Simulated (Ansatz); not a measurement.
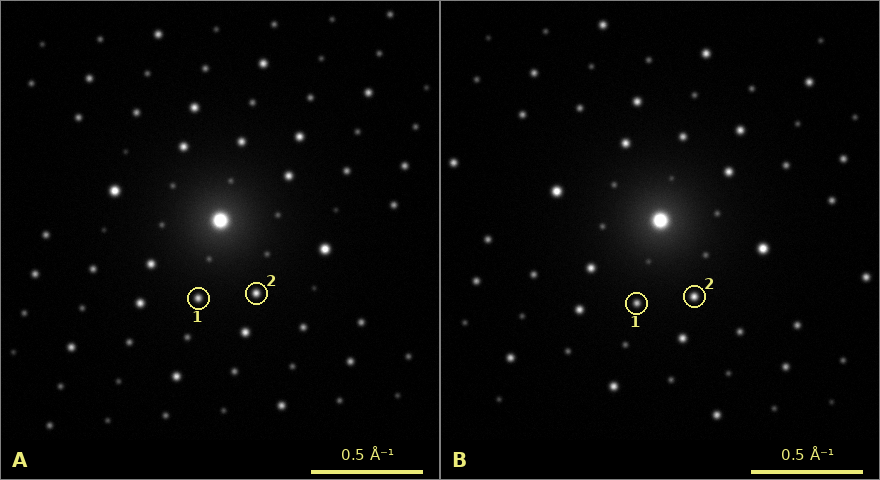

Kinematic electron diffraction patterns (300 kV, B = 0.5 Å², same scale) along [100] of the run's own cell, for the start and the end of one relaxation of LuGa3Cu with DFT, PAW plane waves, pbe (Ansatz). k mesh 7×7×7. The start is a generated model structure, and the relaxation ends in the nearest stationary point of its symmetry, not necessarily the ground state. Spot 1 is 0 0 -2 and spot 2 is 0 1 -1 in both.

Start structure:

```
CELL_PARAMETERS angstrom
0.00000 4.11305 0.00000
4.11305 0.00000 0.00000
2.05653 2.05653 -5.09732
ATOMIC_POSITIONS crystal
Lu 0.12760 0.12760 0.74480
Cu 0.51530 0.51530 0.96940
Ga 0.87958 0.37958 0.24084
Ga 0.37958 0.87958 0.24084
Ga 0.74220 0.74220 0.51560
```

Q: Which pattern belongs to the start structure, and which to the relaxed one?

A: B is the start: its cell gives d(1) = 2.549 Å, d(2) = 2.620 Å and an angle of 39.6°. A is the relaxed structure, with d(1) = 2.711 Å (+6.4 %), d(2) = 2.692 Å (+2.8 %) and 41.9°.

Q: What did the relaxation do to the structure and the energy?

A: The volume changed by +2.4 % to 17.66 Å³ an atom; with the mean shift removed, the atoms moved by up to 0.14 Å relative to the cell (Ga most); the space group stayed I4mm (No. 107); the free energy fell by 43 meV an atom. Relaxed cell: a = 4.035 Å, b = 4.035 Å, c = 6.127 Å, α = 70.77°, β = 70.77°, γ = 90.00°.
